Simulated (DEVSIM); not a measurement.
Device: Al/AlN/p-Ge capacitor, at 350 K.

| layer (left to right) | material | thickness (nm) | Na (cm⁻³) |
|---|---|---|---|
| 1 | AlN | 22.0 | - |
| 2 | Ge | 4300 | 1.9e16 |

Metal gate on the left, work function 4.1 eV. Fixed charge at the semiconductor interface 5.4e11 cm⁻² (in units of +e); no interface traps.

Constants are typed, rounded textbook-type inputs, not results; the design itself was drawn at random and stands for no fabricated device. Values at 300 K; Nc and Nv go as T^1.5, mobilities as T to minus their exponent, the gap by Varshni's rule with the affinity fixed.

```csv
parameter,AlN,Ge
gap (eV),6.1,0.664
affinity (eV),1.9,4
permittivity,8.5,16
Nc (cm⁻³),-,1.04e19
Nv (cm⁻³),-,6e18
Varshni α (eV/K),-,0.000477
Varshni β (K),-,235
```

Simulated with DEVSIM: 1D Poisson equation in equilibrium, Boltzmann statistics, complete ionisation; no quantum confinement or tunnelling. Metal contacts follow the ideal Schottky-Mott rule: no Fermi-level pinning, no interface dipoles.

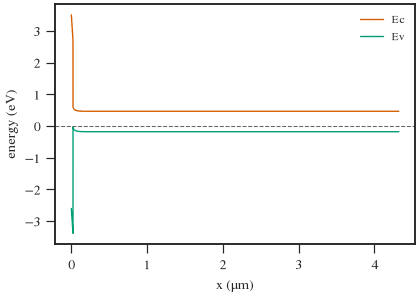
Figure. Band edges at -1.3 V on the gate

Energies count from the Fermi level of the right contact; mesh points crowd at the junctions.

| x (μm) | Ec (eV) | Ev (eV) | n (cm⁻³) | p (cm⁻³) | field (V/cm) |
|---|---|---|---|---|---|
| 0.000 | 3.500 | -2.600 | < 1e2 | < 1e2 | -360000 |
| 0.001558 | 3.444 | -2.656 | < 1e2 | < 1e2 | -360000 |
| 0.004978 | 3.322 | -2.778 | < 1e2 | < 1e2 | -360000 |
| 0.01207 | 3.067 | -3.033 | < 1e2 | < 1e2 | -360000 |
| 0.01929 | 2.809 | -3.291 | < 1e2 | < 1e2 | -360000 |
| 0.02147 | 2.731 | -3.369 | < 1e2 | < 1e2 | -360000 |
| 0.02270 | 0.603 | -0.041 | 2.7e10 | 1.9e18 | -110000 |
| 0.02695 | 0.569 | -0.076 | 8.4e10 | 6.2e17 | -60000 |
| 0.03557 | 0.533 | -0.111 | 2.8e11 | 1.9e17 | -29000 |
| 0.05521 | 0.498 | -0.147 | 9.0e11 | 5.8e16 | -11000 |
| 0.1038 | 0.472 | -0.173 | 2.1e12 | 2.5e16 | -2200 |
| 0.2924 | 0.464 | -0.180 | 2.7e12 | 1.9e16 | -13 |
| 0.6761 | 0.464 | -0.181 | 2.7e12 | 1.9e16 | ≈ 0 |
| 1.602 | 0.464 | -0.181 | 2.7e12 | 1.9e16 | ≈ 0 |
| 3.369 | 0.464 | -0.181 | 2.7e12 | 1.9e16 | ≈ 0 |
| 3.928 | 0.464 | -0.181 | 2.7e12 | 1.9e16 | ≈ 0 |
| 4.159 | 0.464 | -0.181 | 2.7e12 | 1.9e16 | ≈ 0 |
| 4.255 | 0.464 | -0.181 | 2.7e12 | 1.9e16 | ≈ 0 |
| 4.302 | 0.464 | -0.181 | 2.7e12 | 1.9e16 | ≈ 0 |
| 4.315 | 0.464 | -0.181 | 2.7e12 | 1.9e16 | ≈ 0 |
| 4.319 | 0.464 | -0.181 | 2.7e12 | 1.9e16 | ≈ 0 |
| 4.322 | 0.464 | -0.181 | 2.7e12 | 1.9e16 | ≈ 0 |
